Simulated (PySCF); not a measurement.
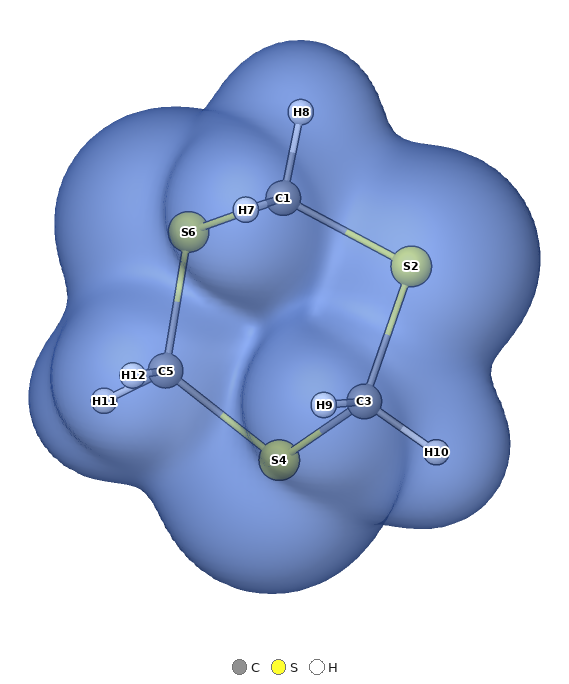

C3H6S3 (SMILES C1SCSCS1). Isosurface of the total electron density at 0.05 e/Å³ (blue), seen at a tilt.

Geometry: PBE0-D3(BJ)/def2-SVP.

Theory: PBE0/pcSseg-1, SCF density, gas phase, non-relativistic (PySCF).

Input file:

```
{"job": {"kind": "nmr", "xc": "PBE0", "basis": "pcSseg-1"}, "charge": 0, "multiplicity": 1}
C      1.572794     0.017787     0.177265
S      0.791507     1.472035     0.917813
C     -0.821924     1.349108     0.107699
S     -1.827010    -0.092917     0.537955
C     -0.761579    -1.379013    -0.158939
S      0.859194    -1.585576     0.618874
H      1.602591     0.125380    -0.920399
H      2.609470     0.004696     0.542605
H     -0.696651     1.405665    -0.987012
H     -1.395131     2.230928     0.427182
H     -1.294450    -2.330062    -0.017886
H     -0.639349    -1.217714    -1.243506
```

Run with:

```sh
OMP_NUM_THREADS=1 python probes_run.py task.json out
```

> Which contacts does the surface bridge?

At this value the surface is in one piece. It bridges the sampled C–S (1.81 Å) and C–H (1.10 Å) contacts, where the density stays above the isovalue. On the grid the lowest density along these lines, outside the cores, is 1.2 e/Å³ (C–S, 1.81 Å) and 1.9 e/Å³ (C–H, 1.10 Å).
